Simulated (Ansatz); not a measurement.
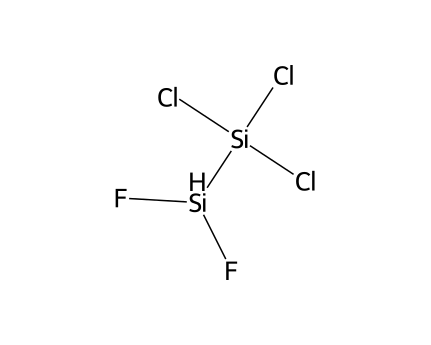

A structural formula.

**Transcribe the drawing into SMILES.**

F[SiH](F)[Si](Cl)(Cl)Cl

**What is the molecular formula?**

Cl3F2HSi2.

**An optimisation with PBE0-D4/def2-TZVP gave a structure of which point group?**

Cs. Other conformers may differ.

The parts below concern this one geometry. Atoms keep their numbers from picture to picture. The geometry was computed by an optimisation with PBE0-D4/def2-TZVP.

### Shape

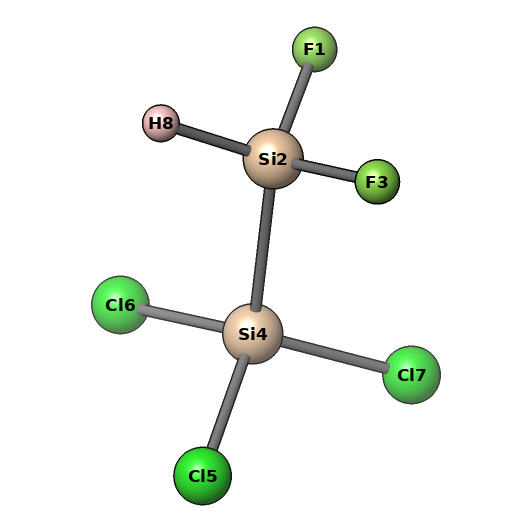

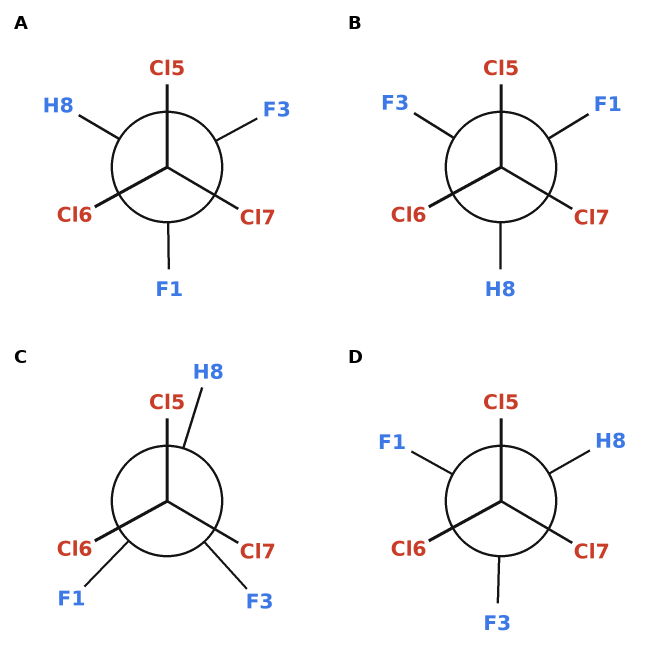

Depth is shown by fading: the farther an atom, the more it takes the colour of the background. Bonds that would overlap in a projection are set slightly apart.

**Which Newman projection shows the view along Si4–Si2, with Si4 in front?**

A. The torsion angle Cl5–Si4–Si2–F1 is 179°, antiperiplanar (anti).

### Vibrations

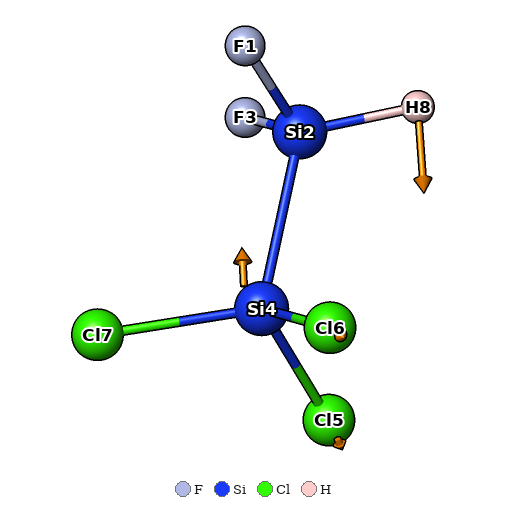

The arrows show one normal mode. Harmonic vibrations computed with RKS PBE0-D4/def2-TZVP (Ansatz 0.2.0) at a stationary point of the same level.

**At what wavenumber does it lie?**

561 cm⁻¹; it is mode 11 of 18 counted from the lowest.

### Charges

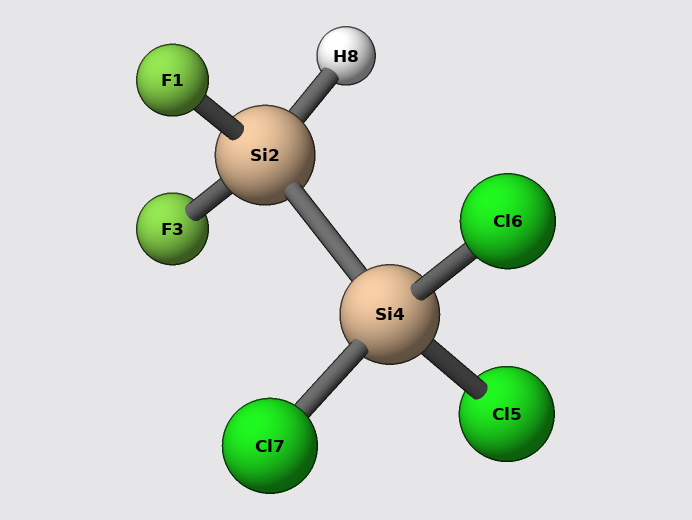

The questions are on Mulliken charges. Properties computed with RKS ωB97M-V/def2-TZVPP (Ansatz 0.2.0).

**Which atom carries the highest charge (most positive or least negative)?**

Si2 (0.65 e).

**And the lowest?**

F1, F3 (−0.29 e).

List the Mulliken charges.

```json
{"atom": "F1", "value (e)": "−0.29"}
{"atom": "Si2", "value (e)": "0.65"}
{"atom": "F3", "value (e)": "−0.29"}
{"atom": "Si4", "value (e)": "0.41"}
{"atom": "Cl5", "value (e)": "−0.16"}
{"atom": "Cl6", "value (e)": "−0.16"}
{"atom": "Cl7", "value (e)": "−0.15"}
{"atom": "H8", "value (e)": "−0.03"}
```

### Electronic properties

Properties computed with RKS PBE0-D4/def2-QZVPP (Ansatz 0.2.0).

What does the calculation give?

- HOMO energy (Kohn–Sham orbital): −8.80 eV
- LUMO energy (Kohn–Sham orbital): −1.18 eV
- HOMO–LUMO gap: 7.62 eV
- dispersion correction: −30.0 kJ/mol

Mulliken values depend strongly on the basis set and can even reverse the polarity of a bond.
